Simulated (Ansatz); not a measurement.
# H4OSi···NH3: what the fields show

The calculation's input:

```
crystal:
  periodic: [false, false, false]
  atoms:
    - { symbol: Si, position_ang: [-0.10669, 0.076321, 0.107889] }
    - { symbol: O, position_ang: [-0.239228, 0.130789, 1.787876] }
    - { symbol: H, position_ang: [-1.102062, 0.457083, 2.102748] }
    - { symbol: H, position_ang: [1.315979, 0.315562, -0.290977] }
    - { symbol: H, position_ang: [-0.958321, 1.216055, -0.40511] }
    - { symbol: H, position_ang: [-0.631202, -1.177446, -0.538323] }
    - { symbol: "N", position_ang: [1.485709, -2.273455, 1.17681] }
    - { symbol: H, position_ang: [0.752248, -2.602797, 0.541006] }
    - { symbol: H, position_ang: [2.107457, -1.666583, 0.632618] }
    - { symbol: H, position_ang: [1.025109, -1.67703, 1.894763] }
basis:
  gaussian: { orbitals: def2-SVP }
hamiltonian:
  xc: pbe
  dispersion: d4
relax:
  f_tol: 0.03
  max_steps: 50
output:
  orbitals: {}
```

Launched as:

```sh
ansatz run input.yaml --threads 1 --pin off --max-ram 2048MiB --backend cpu --events-out ev --progress --plain --runs-dir out
```

The fields are those of the run's last geometry, not of the input's.

Theory: Ansatz 0.2.0, RKS PBE-D4/def2-SVP.

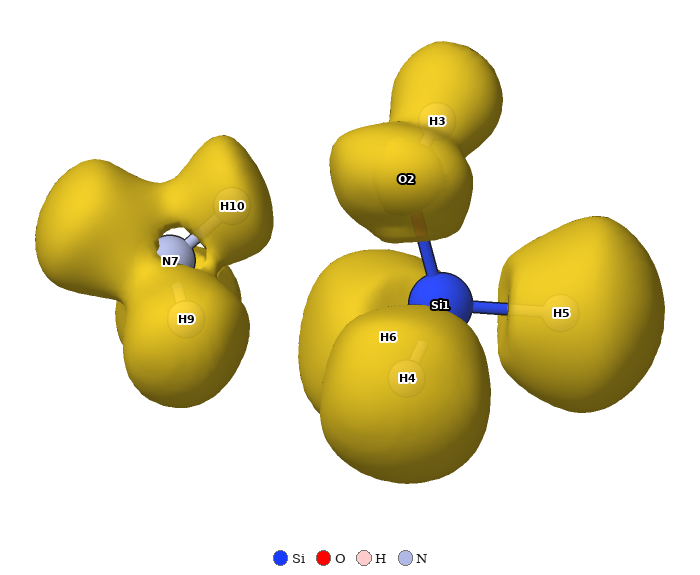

Figure 1. Isosurface of the electron localisation function at 0.75 (yellow), seen across its widest extent. Core shells and regions of very low density are left out.

Identify the bonds, lone pairs and shells in this picture.

The surface consists of three regions around hydrogen nuclei, one joined region spread over several atoms (H, N), in which their bonds and any lone pairs are merged and one joined region spread over several atoms (H, O), in which their bonds and any lone pairs are merged.


O2···H10 (2.20 Å): the ELF dips to about 0.05 between them (by its geometry a hydrogen bond between the two molecules, with no shared pair). Si–O (1.69 Å): the ELF peaks at about 0.90 between the atoms (a polar covalent bond).

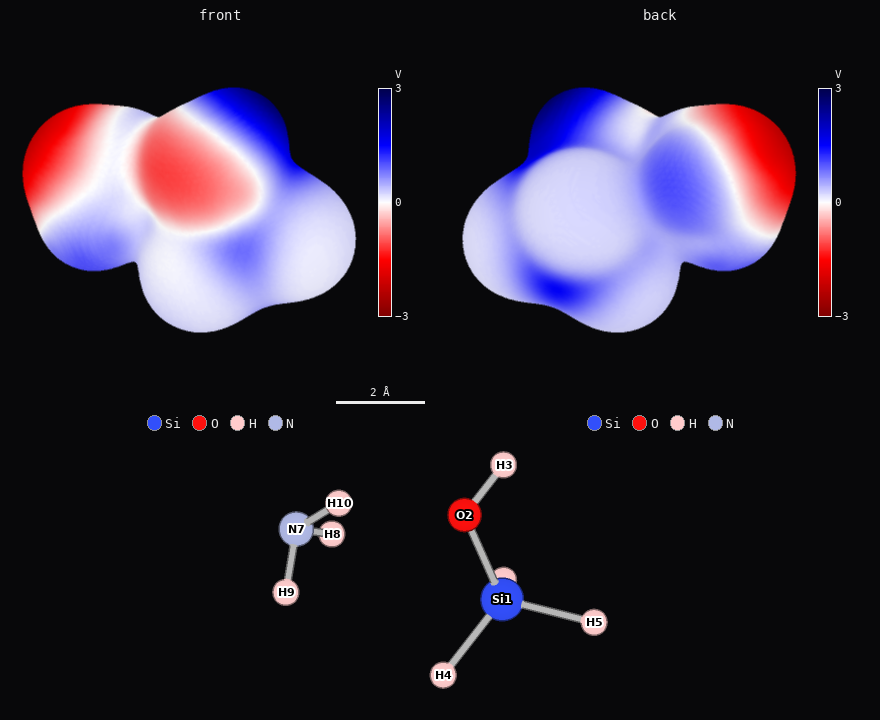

Figure 2. The electrostatic potential painted on the density surface at 0.002 e/bohr³, seen from the front and from behind; red is negative and blue positive. The bare structure is drawn below in the same view.

Which sites attract a positive test charge, and which a negative one?

A positive charge is drawn to the negative regions and a negative charge to the positive ones. The most negative region (about −2.2 V) lies over N7, the most positive (about +2.7 V) over H3. N7 is the likeliest acceptor of a hydrogen bond.

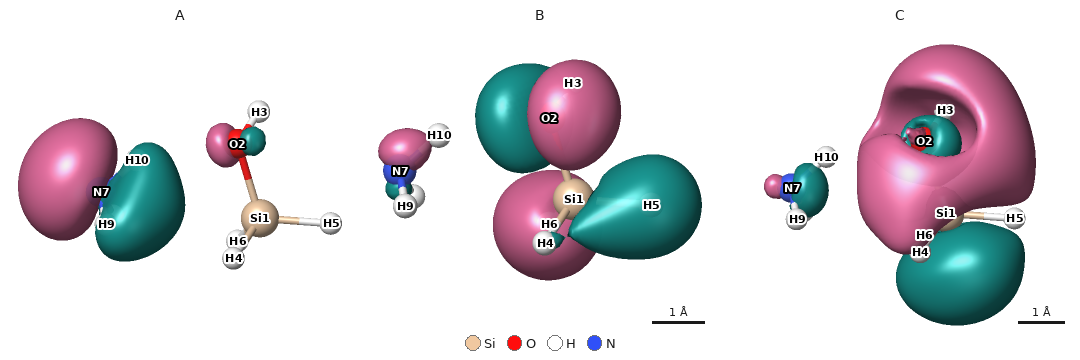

Figure 3. Three frontier orbitals at ±0.08 Å⁻³ᐟ² (teal and pink are the two phases), in no order.

Which picture is the HOMO−1, the HOMO and the LUMO?

B is the HOMO−1 (−7.21 eV). Its weight (Hirshfeld) is mainly on O2 (about 55 %), Si1 (about 15 %), H6 (about 15 %) and H5 (about 10 %). A is the HOMO (−5.40 eV). By Hirshfeld shares it lies mainly on N7 (about 80 %); largely a lone pair of N7. C is the LUMO (−0.62 eV). Its weight (Hirshfeld) is mainly on Si1 (about 45 %), O2 (about 15 %) and H3 (about 15 %).

What is the HOMO–LUMO gap?

4.78 eV between the orbital energies.
